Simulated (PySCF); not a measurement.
# C$_{4}$H$_{6}$O, charge +1, doublet, SMILES `[CH2+][C](C)C=O`: electronic structure

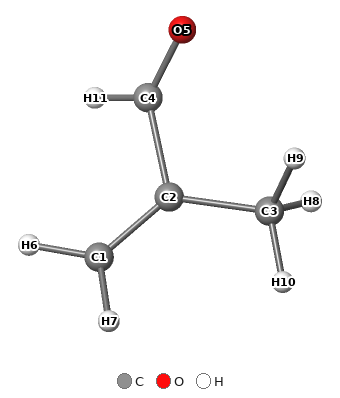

The molecule, with its atoms numbered as below. No frequency check shows the geometry to be a minimum.

Coordinates in Å:

```
C1      -1.4790    0.9748    0.1184
C2      -0.5188    0.0635   -0.0573
C3      -0.6196   -1.4051   -0.0609
C4       0.9130    0.5230   -0.2235
O5       1.8718    0.0396    0.2506
H6      -1.3517    2.0332   -0.0534
H7      -2.4401    0.6905    0.5295
H8      -0.3235   -1.8483   -1.0181
H9       0.0785   -1.8141    0.6771
H10     -1.6507   -1.7147    0.1136
H11      0.9389    1.3988   -0.9135
```

Part 1: Bonding charge

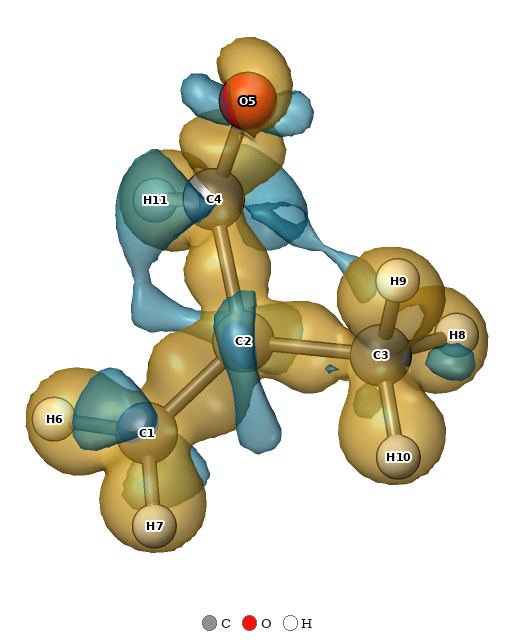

Deformation density (molecule less spherical, spin-averaged free atoms at the same positions), surfaces at ±0.1 e/Å³; yellow: gain, teal: loss.

Level of theory: B3LYP/cc-pVDZ (PySCF), at a geometry from GFN2-xTB. The stability of the open-shell solution wasn't checked. GFN2-xTB doesn't know the spin state, so this open-shell geometry is rough.

**How much density has each bond gained at its critical point, relative to the free atoms?**

The five largest and four smallest: C1–H6: +0.75 e/Å³ at the bond critical point (bond length 1.08 Å, Mayer order 0.9). C1–H7: +0.74 e/Å³ at the bond critical point (bond length 1.08 Å, Mayer order 0.9). C3–H10: +0.69 e/Å³ at the bond critical point (bond length 1.09 Å, Mayer order 0.9). C1–C2: +0.68 e/Å³ at the bond critical point (bond length 1.33 Å, Mayer order 1.8). C4–H11: +0.66 e/Å³ at the bond critical point (bond length 1.11 Å, Mayer order 0.8). C3–H8: +0.65 e/Å³ at the bond critical point (bond length 1.10 Å, Mayer order 0.9). C4–O5: +0.60 e/Å³ at the bond critical point (bond length 1.17 Å, Mayer order 2.2). C2–C3: +0.44 e/Å³ at the bond critical point (bond length 1.47 Å, Mayer order 1.1). C2–C4: +0.41 e/Å³ at the bond critical point (bond length 1.51 Å, Mayer order 0.9). In all, 2.1 electrons gather in the regions of gain relative to the promolecule of neutral atoms (the regions of loss give up this much and the cation's charge besides).

**Where do the Hirshfeld charges lie?**

The highest Hirshfeld charge is on C4 (+0.23 e), the lowest on C3 (−0.06 e).

| atom | charge (e) |
| --- | --- |
| C1 | +0.07 |
| C2 | +0.10 |
| C3 | −0.06 |
| C4 | +0.23 |
| O5 | +0.02 |
| H6 | +0.10 |
| H7 | +0.12 |
| H8 | +0.09 |
| H9 | +0.09 |
| H10 | +0.09 |
| H11 | +0.14 |

Part 2: Bond critical points

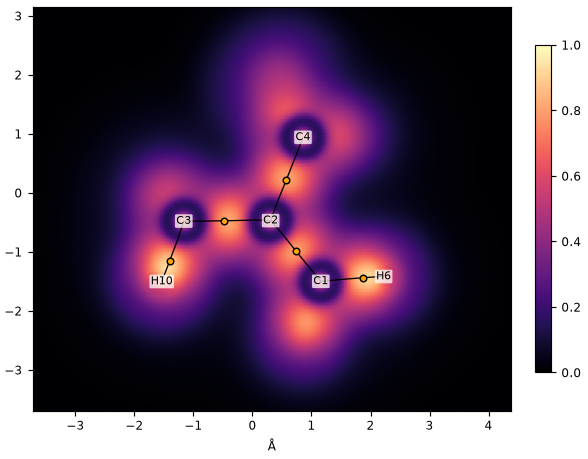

Localised orbital locator (LOL) in the plane of C1, C2, C3, C4, H6 and H10, with bond paths and bond critical points (dots).

**Rank the bonds in the plane by LOL at their critical points.**

C1–H6: about 0.92; C3–H10: about 0.90; C2–C3: about 0.80; C2–C4: about 0.80; C1–C2: about 0.79. Values above 0.5 mark slow, localised electrons, as in shared pairs; low values at a critical point mark a polar or closed-shell contact whose critical point lies between the shells.

**Where along C1–H6 does the critical point lie?**

0.72 Å from C1 and 0.36 Å from H6.

Part 3: Electrostatic potential

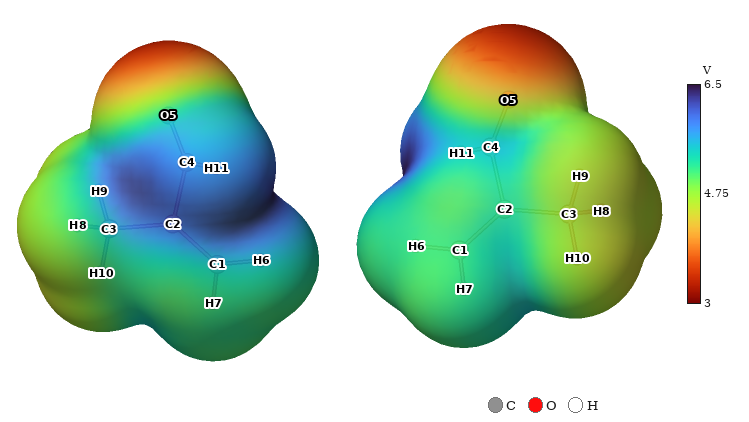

Electrostatic potential on the surface of electron density 0.001 a.u. (back view left, front view right).

**Where are the extremes of the potential on the surface?**

Highest: 6.44 V, near H11 (1.54 Å) and H6 (1.75 Å). Further maxima include 5.54 V, 1.4 Å from H7. Lowest: 3.32 V, 1.6 Å from O5. Further minima include 4.39 V, 1.4 Å from H10; 5.01 V, off the C1–C2 bond (2.0 to 2.1 Å from its atoms). The surface is sampled at points, so like sites can differ by a few per cent and only the strongest of them is named.

**What volume does the surface enclose?**

About 98 Å³.

Part 4: Spin density

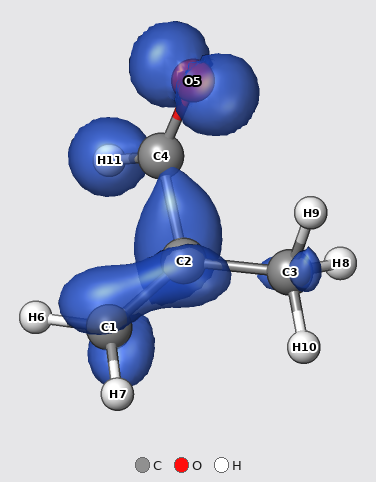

Spin density ρα − ρβ at ±0.05 e/Å³ (blue: excess α, red: excess β).

**Where is the unpaired spin?**

Hirshfeld spin populations: O5 +0.35, C2 +0.19, C1 +0.17, H11 +0.09 and C4 +0.06. ⟨S²⟩ = 0.76, against 0.75 for a pure state.

The PySCF run shown took 27 s on 1 thread of Arm Neoverse V1, with other jobs on the host.
